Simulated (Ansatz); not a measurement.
# Si₂H₈O: geometry relaxation (part 2 of 3)

The same run, continued: Si₂H₈O; RKS PBE0-D4/def2-TZVP (Ansatz 0.2.0). The geometry is a transition state displaced along its imaginary mode. The reaction was set up to form Si1–Si7 and O2–H6 and to break Si1–O2 and H6–Si7 (atoms counted from 1 in the order of the input); sticks are drawn by distance alone.

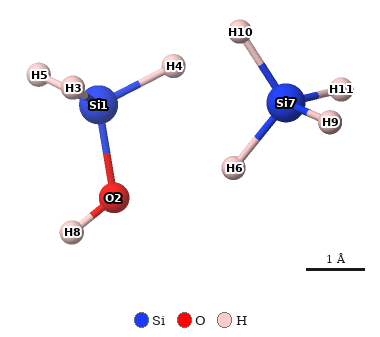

*The geometry at step 23 of the log (ball-and-stick view, seen at a tilt; atoms are numbered from 1 in the order of the input).*

**Trajectory as extended XYZ, continued**
```
11
Properties=species:S:1:pos:R:3:forces:R:3 step=11 energy=-17925.45624
Si   -0.1671    1.4876   -1.2017   -0.0328   0.0535   0.0541
O    -0.1080    2.1778    0.2989    0.0046  -0.0503  -0.1409
H     1.0652    0.7036   -1.4946   -0.0085   0.0168   0.0027
H    -1.3432    0.5832   -1.1922    0.0347   0.0404   0.0068
H    -0.3285    2.5148   -2.2750    0.0125  -0.0641   0.0759
H     0.2180   -0.5785    1.2909   -0.0060  -0.0941  -0.0085
Si    0.0489   -2.0424    1.0753    0.0436   0.0351  -0.0458
H     0.6364    2.7488    0.4921   -0.0105   0.0036   0.0032
H     1.1097   -2.7814    1.8159   -0.0563   0.0369  -0.0512
H     0.1537   -2.3458   -0.3811    0.0023   0.0183   0.1091
H    -1.2853   -2.4678    1.5714    0.0163   0.0040  -0.0056
11
Properties=species:S:1:pos:R:3:forces:R:3 step=12 energy=-17925.45753
Si   -0.1649    1.4852   -1.1977   -0.0285   0.0535   0.0281
O    -0.1045    2.1824    0.2972   -0.0618  -0.0869  -0.0966
H     1.0680    0.7032   -1.4901   -0.0105  -0.0053   0.0037
H    -1.3455    0.5894   -1.1835    0.0265   0.0031   0.0058
H    -0.3257    2.5078   -2.2714    0.0088  -0.0296   0.0314
H     0.2203   -0.5843    1.2909   -0.0076  -0.0459  -0.0080
Si    0.0470   -2.0447    1.0733    0.0387   0.0052  -0.0152
H     0.6282    2.7687    0.4798    0.0656   0.0640   0.0295
H     1.1063   -2.7853    1.8093   -0.0266   0.0166  -0.0143
H     0.1571   -2.3521   -0.3781   -0.0098   0.0196   0.0421
H    -1.2863   -2.4702    1.5701    0.0051   0.0057  -0.0066
11
Properties=species:S:1:pos:R:3:forces:R:3 step=13 energy=-17925.45860
Si   -0.1613    1.4787   -1.1889    0.0080   0.0051  -0.0026
O    -0.0925    2.1964    0.2927    0.0264   0.0315   0.0141
H     1.0679    0.6899   -1.4777   -0.0024  -0.0007  -0.0006
H    -1.3376    0.5802   -1.1521   -0.0016  -0.0047   0.0011
H    -0.3276    2.4844   -2.2747   -0.0004  -0.0059   0.0018
H     0.2198   -0.5938    1.3109    0.0019   0.0000   0.0008
Si    0.0461   -2.0477    1.0687    0.0015   0.0006  -0.0006
H     0.6175    2.8185    0.4576   -0.0302  -0.0279  -0.0117
H     1.0992   -2.8016    1.7963   -0.0014  -0.0018  -0.0013
H     0.1585   -2.3279   -0.3855   -0.0007   0.0042   0.0010
H    -1.2902   -2.4771    1.5527   -0.0012  -0.0003  -0.0019
11
Properties=species:S:1:pos:R:3:forces:R:3 step=14 energy=-17925.45922
Si   -0.1570    1.4604   -1.1722    0.0003   0.0115  -0.0072
O    -0.0886    2.2190    0.2890    0.0498   0.0500   0.0153
H     1.0779    0.6752   -1.4468   -0.0026   0.0028   0.0017
H    -1.3246    0.5517   -1.1057    0.0031  -0.0010   0.0037
H    -0.3397    2.4343   -2.2846    0.0035  -0.0081   0.0084
H     0.2341   -0.5933    1.3469   -0.0039  -0.0194  -0.0031
Si    0.0435   -2.0377    1.0577    0.0113   0.0002   0.0020
H     0.6099    2.8603    0.4321   -0.0550  -0.0563  -0.0213
H     1.0845   -2.8276    1.7651   -0.0054   0.0057  -0.0047
H     0.1591   -2.2735   -0.4044   -0.0010   0.0066   0.0080
H    -1.2992   -2.4690    1.5227   -0.0001   0.0080  -0.0028
11
Properties=species:S:1:pos:R:3:forces:R:3 step=15 energy=-17925.45950
Si   -0.1552    1.4445   -1.1570    0.0009   0.0219   0.0088
O    -0.0884    2.2421    0.2841    0.0218   0.0160  -0.0103
H     1.0859    0.6640   -1.4157   -0.0008   0.0031   0.0007
H    -1.3133    0.5254   -1.0611    0.0071   0.0100   0.0000
H    -0.3500    2.3877   -2.2942   -0.0007  -0.0139   0.0154
H     0.2539   -0.5980    1.3814   -0.0013  -0.0360  -0.0071
Si    0.0437   -2.0313    1.0479    0.0111   0.0244   0.0032
H     0.6014    2.8963    0.4055   -0.0300  -0.0355  -0.0154
H     1.0691   -2.8576    1.7380   -0.0187   0.0110  -0.0140
H     0.1627   -2.2216   -0.4210    0.0034  -0.0021   0.0205
H    -1.3098   -2.4516    1.4917    0.0072   0.0009  -0.0019
11
Properties=species:S:1:pos:R:3:forces:R:3 step=16 energy=-17925.45968
Si   -0.1562    1.4470   -1.1579   -0.0025   0.0113   0.0117
O    -0.0903    2.2450    0.2828    0.0003  -0.0036  -0.0120
H     1.0856    0.6675   -1.4158    0.0007   0.0039  -0.0011
H    -1.3131    0.5271   -1.0612    0.0034   0.0048   0.0003
H    -0.3532    2.3888   -2.2950    0.0012  -0.0069   0.0072
H     0.2635   -0.6022    1.3824   -0.0012  -0.0170  -0.0034
Si    0.0449   -2.0330    1.0491    0.0076   0.0062  -0.0001
H     0.5997    2.8980    0.4036   -0.0044  -0.0088  -0.0064
H     1.0629   -2.8656    1.7411   -0.0084   0.0054  -0.0047
H     0.1678   -2.2262   -0.4186    0.0010   0.0009   0.0098
H    -1.3116   -2.4465    1.4894    0.0024   0.0038  -0.0014
11
Properties=species:S:1:pos:R:3:forces:R:3 step=17 energy=-17925.45990
Si   -0.1593    1.4478   -1.1558    0.0020   0.0019   0.0036
O    -0.0942    2.2533    0.2802   -0.0251  -0.0234  -0.0060
H     1.0872    0.6760   -1.4134   -0.0010  -0.0023   0.0006
H    -1.3113    0.5231   -1.0516    0.0011  -0.0038   0.0008
H    -0.3640    2.3817   -2.2969   -0.0030   0.0040  -0.0040
H     0.2910   -0.6121    1.3890    0.0029   0.0077   0.0016
Si    0.0489   -2.0361    1.0488   -0.0050  -0.0080   0.0022
H     0.5947    2.9074    0.3950    0.0250   0.0229   0.0057
H     1.0439   -2.8898    1.7471   -0.0009  -0.0010   0.0012
H     0.1825   -2.2264   -0.4176    0.0010  -0.0011  -0.0032
H    -1.3194   -2.4248    1.4751    0.0030   0.0030  -0.0025
11
Properties=species:S:1:pos:R:3:forces:R:3 step=18 energy=-17925.46022
Si   -0.1655    1.4442   -1.1466   -0.0070  -0.0264  -0.0027
O    -0.1018    2.2732    0.2754   -0.0449  -0.0393  -0.0049
H     1.0918    0.6889   -1.4012   -0.0005   0.0046  -0.0052
H    -1.2991    0.5002   -1.0159   -0.0015  -0.0036   0.0003
H    -0.3992    2.3542   -2.3012    0.0014   0.0063  -0.0057
H     0.3640   -0.6304    1.4087   -0.0040  -0.0039   0.0012
Si    0.0577   -2.0366    1.0437   -0.0167  -0.0375   0.0341
H     0.5813    2.9352    0.3725    0.0521   0.0563   0.0202
H     0.9904   -2.9506    1.7562   -0.0255   0.0258  -0.0137
H     0.2216   -2.2159   -0.4205    0.0005  -0.0013  -0.0111
H    -1.3416   -2.3625    1.4287    0.0460   0.0189  -0.0124
11
Properties=species:S:1:pos:R:3:forces:R:3 step=19 energy=-17925.46048
Si   -0.1692    1.4418   -1.1427   -0.0016  -0.0178  -0.0092
O    -0.1040    2.2756    0.2764   -0.0325  -0.0295  -0.0022
H     1.0940    0.6985   -1.4038   -0.0045  -0.0016  -0.0010
H    -1.2950    0.4894   -1.0034    0.0035  -0.0043   0.0013
H    -0.4160    2.3466   -2.2987   -0.0034   0.0063  -0.0053
H     0.3943   -0.6365    1.4090   -0.0032  -0.0105  -0.0036
Si    0.0621   -2.0363    1.0404   -0.0207  -0.0372   0.0511
H     0.5770    2.9411    0.3680    0.0384   0.0442   0.0189
H     0.9646   -2.9700    1.7677   -0.0332   0.0347  -0.0232
H     0.2419   -2.2210   -0.4214   -0.0004  -0.0015  -0.0082
H    -1.3498   -2.3291    1.4083    0.0578   0.0171  -0.0185
11
Properties=species:S:1:pos:R:3:forces:R:3 step=20 energy=-17925.46099
Si   -0.1746    1.4350   -1.1356   -0.0006  -0.0096  -0.0092
O    -0.1041    2.2694    0.2834    0.0168   0.0126  -0.0045
H     1.0973    0.7126   -1.4144   -0.0105   0.0016   0.0010
H    -1.2828    0.4636   -0.9818    0.0094   0.0028   0.0003
H    -0.4519    2.3368   -2.2881   -0.0023  -0.0034   0.0055
H     0.4429   -0.6385    1.3955   -0.0060  -0.0322  -0.0054
Si    0.0685   -2.0305    1.0333   -0.0232  -0.0280   0.0541
H     0.5720    2.9426    0.3688   -0.0131  -0.0069   0.0093
H     0.9182   -2.9896    1.7935   -0.0482   0.0528  -0.0391
H     0.2780   -2.2362   -0.4228   -0.0024  -0.0032   0.0099
H    -1.3636   -2.2651    1.3680    0.0802   0.0136  -0.0218
11
Properties=species:S:1:pos:R:3:forces:R:3 step=21 energy=-17925.46149
Si   -0.1776    1.4299   -1.1316   -0.0009  -0.0048  -0.0064
O    -0.1029    2.2604    0.2896    0.0192   0.0121  -0.0086
H     1.0983    0.7197   -1.4234   -0.0104   0.0018   0.0018
H    -1.2756    0.4477   -0.9716    0.0097   0.0039   0.0000
H    -0.4727    2.3328   -2.2788   -0.0021  -0.0054   0.0074
H     0.4693   -0.6366    1.3844   -0.0062  -0.0300  -0.0085
Si    0.0719   -2.0237    1.0279   -0.0231  -0.0305   0.0496
H     0.5695    2.9376    0.3729   -0.0159  -0.0100   0.0078
H     0.8900   -2.9924    1.8096   -0.0396   0.0479  -0.0378
H     0.2982   -2.2484   -0.4232   -0.0023   0.0016   0.0158
H    -1.3685   -2.2271    1.3441    0.0717   0.0133  -0.0210
11
Properties=species:S:1:pos:R:3:forces:R:3 step=22 energy=-17925.46227
Si   -0.1832    1.4151   -1.1213   -0.0050  -0.0042  -0.0021
O    -0.0971    2.2342    0.3063    0.0155   0.0045  -0.0189
H     1.1016    0.7356   -1.4475   -0.0160   0.0107   0.0025
H    -1.2541    0.4052   -0.9457    0.0120   0.0111  -0.0034
H    -0.5262    2.3214   -2.2534    0.0042  -0.0148   0.0172
H     0.5281   -0.6308    1.3526   -0.0056  -0.0311   0.0073
Si    0.0781   -2.0067    1.0169   -0.0192  -0.0117   0.0065
H     0.5640    2.9229    0.3847   -0.0119  -0.0071   0.0049
H     0.8249   -2.9934    1.8460   -0.0450   0.0481  -0.0357
H     0.3456   -2.2716   -0.4216   -0.0104  -0.0053   0.0340
H    -1.3816   -2.1321    1.2827    0.0813  -0.0001  -0.0123
11
Properties=species:S:1:pos:R:3:forces:R:3 step=23 energy=-17925.46258
Si   -0.1866    1.4095   -1.1165   -0.0044   0.0025  -0.0077
O    -0.0943    2.2266    0.3118    0.0122   0.0007  -0.0186
H     1.1022    0.7452   -1.4583   -0.0187   0.0098   0.0048
H    -1.2449    0.3877   -0.9323    0.0152   0.0126  -0.0026
H    -0.5516    2.3146   -2.2430    0.0051  -0.0179   0.0205
H     0.5611   -0.6325    1.3512   -0.0101  -0.0344  -0.0163
Si    0.0833   -1.9978    1.0090   -0.0347  -0.0527   0.0469
H     0.5600    2.9222    0.3857   -0.0103  -0.0065   0.0033
H     0.7858   -2.9978    1.8616   -0.0321   0.0551  -0.0496
H     0.3677   -2.2861   -0.4221   -0.0045   0.0155   0.0409
H    -1.3828   -2.0916    1.2529    0.0822   0.0153  -0.0216
11
Properties=species:S:1:pos:R:3:forces:R:3 step=24 energy=-17925.46302
Si   -0.1882    1.4102   -1.1155   -0.0017   0.0004  -0.0058
O    -0.0934    2.2291    0.3113    0.0101   0.0025  -0.0134
H     1.1018    0.7513   -1.4619   -0.0133   0.0065   0.0036
H    -1.2409    0.3840   -0.9261    0.0110   0.0090  -0.0010
H    -0.5616    2.3119   -2.2413    0.0026  -0.0118   0.0140
H     0.5751   -0.6411    1.3533   -0.0079  -0.0261  -0.0077
Si    0.0846   -2.0011    1.0100   -0.0190  -0.0301   0.0321
H     0.5571    2.9286    0.3816   -0.0093  -0.0063   0.0029
H     0.7715   -3.0073    1.8666   -0.0324   0.0447  -0.0399
H     0.3776   -2.2899   -0.4184   -0.0038   0.0058   0.0268
H    -1.3836   -2.0758    1.2402    0.0637   0.0055  -0.0116
11
Properties=species:S:1:pos:R:3:forces:R:3 step=25 energy=-17925.46356
Si   -0.1896    1.4103   -1.1123   -0.0030  -0.0071   0.0011
O    -0.0908    2.2359    0.3100    0.0107   0.0117  -0.0014
H     1.1031    0.7626   -1.4662    0.0003   0.0029  -0.0024
H    -1.2289    0.3742   -0.9091    0.0007   0.0012   0.0007
H    -0.5830    2.3020   -2.2379    0.0011  -0.0011   0.0008
H     0.6013   -0.6566    1.3596   -0.0017  -0.0076   0.0036
Si    0.0868   -2.0047    1.0095    0.0013  -0.0025   0.0098
H     0.5498    2.9453    0.3712   -0.0099  -0.0087   0.0021
H     0.7389   -3.0255    1.8712   -0.0093   0.0139  -0.0081
H     0.3953   -2.2958   -0.4136   -0.0018  -0.0036  -0.0038
H    -1.3830   -2.0476    1.2174    0.0116   0.0010  -0.0024
11
Properties=species:S:1:pos:R:3:forces:R:3 step=26 energy=-17925.46374
Si   -0.1908    1.4051   -1.1063    0.0011  -0.0003  -0.0064
O    -0.0876    2.2358    0.3124    0.0097   0.0132   0.0043
H     1.1067    0.7744   -1.4732   -0.0018  -0.0022   0.0012
H    -1.2153    0.3568   -0.8894    0.0043   0.0020  -0.0005
H    -0.6064    2.2887   -2.2303   -0.0025  -0.0013   0.0016
H     0.6291   -0.6663    1.3621   -0.0012  -0.0033   0.0002
Si    0.0891   -2.0024    1.0048    0.0002   0.0066   0.0059
H     0.5425    2.9554    0.3651   -0.0106  -0.0117   0.0000
H     0.7050   -3.0349    1.8782   -0.0075   0.0038  -0.0055
H     0.4119   -2.3024   -0.4133   -0.0001  -0.0039  -0.0015
H    -1.3841   -2.0101    1.1898    0.0085  -0.0029   0.0006
11
Properties=species:S:1:pos:R:3:forces:R:3 step=27 energy=-17925.46378
Si   -0.1908    1.4024   -1.1027   -0.0058  -0.0088  -0.0047
O    -0.0853    2.2353    0.3144    0.0090   0.0128   0.0029
H     1.1101    0.7842   -1.4793   -0.0021   0.0055  -0.0015
H    -1.2006    0.3421   -0.8756    0.0022   0.0034  -0.0011
H    -0.6285    2.2793   -2.2239    0.0050  -0.0029   0.0042
H     0.6533   -0.6736    1.3626   -0.0026  -0.0071   0.0012
Si    0.0911   -1.9997    1.0019   -0.0060  -0.0032   0.0010
H     0.5352    2.9634    0.3615   -0.0080  -0.0096  -0.0004
H     0.6750   -3.0440    1.8836   -0.0046   0.0100  -0.0047
H     0.4248   -2.3100   -0.4118   -0.0014  -0.0001   0.0026
H    -1.3844   -1.9794    1.1692    0.0144   0.0000   0.0005
11
Properties=species:S:1:pos:R:3:forces:R:3 step=28 energy=-17925.46381
Si   -0.1908    1.4033   -1.1037    0.0004  -0.0002  -0.0033
O    -0.0860    2.2353    0.3140    0.0039   0.0062   0.0026
H     1.1105    0.7871   -1.4809    0.0003  -0.0009   0.0006
H    -1.2008    0.3430   -0.8783    0.0012   0.0005  -0.0003
H    -0.6266    2.2813   -2.2245   -0.0011   0.0000   0.0007
H     0.6530   -0.6754    1.3635   -0.0003  -0.0010  -0.0012
Si    0.0909   -2.0012    1.0025   -0.0017   0.0004   0.0048
H     0.5345    2.9632    0.3618   -0.0046  -0.0057  -0.0003
H     0.6761   -3.0441    1.8841   -0.0005   0.0011  -0.0018
H     0.4227   -2.3114   -0.4114   -0.0003  -0.0005  -0.0007
H    -1.3836   -1.9812    1.1728    0.0026   0.0000  -0.0008
11
Properties=species:S:1:pos:R:3:forces:R:3 step=29 energy=-17925.46382
Si   -0.1905    1.4037   -1.1047   -0.0009   0.0007  -0.0004
O    -0.0888    2.2346    0.3140    0.0004  -0.0012   0.0008
H     1.1120    0.7890   -1.4806    0.0001   0.0006   0.0005
H    -1.1996    0.3421   -0.8816    0.0004  -0.0001  -0.0003
H    -0.6262    2.2823   -2.2250    0.0002  -0.0003  -0.0004
H     0.6562   -0.6758    1.3611   -0.0001   0.0002  -0.0002
Si    0.0910   -2.0010    1.0030   -0.0003  -0.0002   0.0001
H     0.5332    2.9608    0.3647    0.0000   0.0002  -0.0003
H     0.6763   -3.0439    1.8844    0.0001   0.0000   0.0000
H     0.4194   -2.3135   -0.4113   -0.0002  -0.0003   0.0000
H    -1.3830   -1.9783    1.1759    0.0003   0.0003   0.0003
11
Properties=species:S:1:pos:R:3:forces:R:3 step=30 energy=-17925.46383
Si   -0.1897    1.4041   -1.1065    0.0006   0.0020   0.0038
O    -0.0935    2.2314    0.3149   -0.0035  -0.0076  -0.0023
H     1.1157    0.7949   -1.4814    0.0002   0.0011   0.0002
H    -1.1953    0.3383   -0.8881   -0.0007   0.0000  -0.0006
H    -0.6264    2.2842   -2.2252    0.0001  -0.0003  -0.0005
H     0.6629   -0.6763    1.3551    0.0005   0.0002   0.0003
Si    0.0910   -2.0003    1.0035    0.0010   0.0002  -0.0033
H     0.5294    2.9563    0.3707    0.0035   0.0048  -0.0007
H     0.6754   -3.0430    1.8857    0.0007  -0.0006   0.0014
H     0.4125   -2.3186   -0.4111   -0.0009   0.0001   0.0013
H    -1.3821   -1.9709    1.1823   -0.0015   0.0000   0.0003
11
Properties=species:S:1:pos:R:3:forces:R:3 step=31 energy=-17925.46384
Si   -0.1878    1.4045   -1.1092   -0.0008   0.0041   0.0071
O    -0.1007    2.2249    0.3169   -0.0021  -0.0080  -0.0047
H     1.1228    0.8060   -1.4835   -0.0011   0.0005   0.0004
H    -1.1876    0.3316   -0.8992    0.0008  -0.0007   0.0001
H    -0.6276    2.2871   -2.2245    0.0015   0.0009  -0.0010
H     0.6758   -0.6778    1.3445   -0.0010  -0.0010  -0.0005
Si    0.0909   -1.9992    1.0043    0.0011   0.0010  -0.0046
H     0.5216    2.9498    0.3803    0.0018   0.0032  -0.0017
H     0.6731   -3.0411    1.8887    0.0007  -0.0015   0.0014
H     0.4003   -2.3283   -0.4106   -0.0002   0.0006   0.0027
H    -1.3808   -1.9574    1.1924   -0.0006   0.0009   0.0009
11
Properties=species:S:1:pos:R:3:forces:R:3 step=32 energy=-17925.46385
Si   -0.1865    1.4049   -1.1109    0.0028   0.0019   0.0080
O    -0.1054    2.2199    0.3186   -0.0002  -0.0042  -0.0049
H     1.1274    0.8138   -1.4853   -0.0009   0.0005   0.0001
H    -1.1812    0.3261   -0.9065   -0.0003   0.0020  -0.0009
H    -0.6280    2.2900   -2.2236   -0.0003   0.0001   0.0000
H     0.6853   -0.6794    1.3360   -0.0006  -0.0028  -0.0004
Si    0.0908   -1.9988    1.0047    0.0004   0.0036  -0.0037
H     0.5145    2.9466    0.3863   -0.0014  -0.0003  -0.0021
H     0.6707   -3.0403    1.8912    0.0003  -0.0008   0.0011
H     0.3920   -2.3363   -0.4101   -0.0011   0.0004   0.0029
H    -1.3797   -1.9466    1.1995    0.0013  -0.0004  -0.0001
11
Properties=species:S:1:pos:R:3:forces:R:3 step=33 energy=-17925.46386
Si   -0.1852    1.4049   -1.1116    0.0011   0.0014   0.0051
O    -0.1083    2.2160    0.3203    0.0026  -0.0001  -0.0036
H     1.1310    0.8188   -1.4861   -0.0014   0.0000   0.0005
H    -1.1774    0.3229   -0.9120    0.0011   0.0018  -0.0004
H    -0.6277    2.2921   -2.2224    0.0001   0.0002   0.0003
H     0.6932   -0.6809    1.3292   -0.0009  -0.0039  -0.0011
Si    0.0910   -1.9986    1.0047   -0.0014   0.0025  -0.0006
H     0.5077    2.9459    0.3898   -0.0038  -0.0032  -0.0017
H     0.6686   -3.0397    1.8932    0.0003   0.0004   0.0002
H     0.3856   -2.3430   -0.4098   -0.0011   0.0010   0.0026
H    -1.3787   -1.9384    1.2047    0.0033  -0.0001  -0.0012
11
Properties=species:S:1:pos:R:3:forces:R:3 step=34 energy=-17925.46387
Si   -0.1831    1.4049   -1.1124    0.0002  -0.0017   0.0009
O    -0.1130    2.2103    0.3230    0.0058   0.0064  -0.0015
H     1.1360    0.8250   -1.4861   -0.0012   0.0002   0.0004
H    -1.1718    0.3184   -0.9200    0.0013   0.0022  -0.0004
H    -0.6257    2.2954   -2.2205    0.0000  -0.0004   0.0009
H     0.7069   -0.6843    1.3177   -0.0028  -0.0047  -0.0009
Si    0.0914   -1.9987    1.0047   -0.0014   0.0045  -0.0005
H     0.4953    2.9465    0.3944   -0.0063  -0.0067  -0.0002
H     0.6658   -3.0390    1.8964   -0.0018   0.0009  -0.0019
H     0.3749   -2.3536   -0.4094   -0.0003  -0.0003   0.0031
H    -1.3768   -1.9248    1.2121    0.0065  -0.0005   0.0002
11
Properties=species:S:1:pos:R:3:forces:R:3 step=35 energy=-17925.46387
Si   -0.1822    1.4048   -1.1124   -0.0010  -0.0009   0.0005
O    -0.1154    2.2086    0.3240    0.0044   0.0041  -0.0019
H     1.1379    0.8265   -1.4847   -0.0009   0.0003   0.0005
H    -1.1703    0.3172   -0.9230    0.0012   0.0012  -0.0001
H    -0.6240    2.2963   -2.2201    0.0003  -0.0004   0.0004
H     0.7129   -0.6856    1.3129   -0.0012  -0.0047  -0.0016
Si    0.0920   -1.9985    1.0042   -0.0027   0.0009   0.0010
H     0.4896    2.9474    0.3959   -0.0040  -0.0042   0.0007
H     0.6641   -3.0393    1.8968    0.0008   0.0014  -0.0004
H     0.3706   -2.3586   -0.4096   -0.0010   0.0020   0.0029
H    -1.3752   -1.9188    1.2160    0.0043   0.0003  -0.0019
```

The run was set up as follows.

**Input**
```yaml
crystal:
  periodic: [false, false, false]
  atoms:
    - {symbol: Si, position_ang: [-0.145511, 0.895261, -0.966969]}
    - {symbol: O, position_ang: [0.012661, 1.547948, 0.612302]}
    - {symbol: H, position_ang: [1.055275, 0.229932, -1.559661]}
    - {symbol: H, position_ang: [-1.392452, 0.145936, -1.290064]}
    - {symbol: H, position_ang: [-0.286089, 2.201753, -1.619937]}
    - {symbol: H, position_ang: [0.184855, 0.308175, 0.990960]}
    - {symbol: Si, position_ang: [0.023091, -1.471159, 0.734310]}
    - {symbol: H, position_ang: [0.597971, 2.312467, 0.767709]}
    - {symbol: H, position_ang: [1.112763, -2.025477, 1.579139]}
    - {symbol: H, position_ang: [0.114194, -2.239675, -0.568603]}
    - {symbol: H, position_ang: [-1.276860, -1.905160, 1.320715]}
basis:
  gaussian: {orbitals: def2-TZVP}
hamiltonian: {xc: pbe0, dispersion: d4}
relax: {f_tol: 0.005, max_steps: 200}
```

Run as:
```bash
ansatz run in.yaml --threads 4 --pin off --events-out ev --progress --plain --max-ram 9574MiB
```
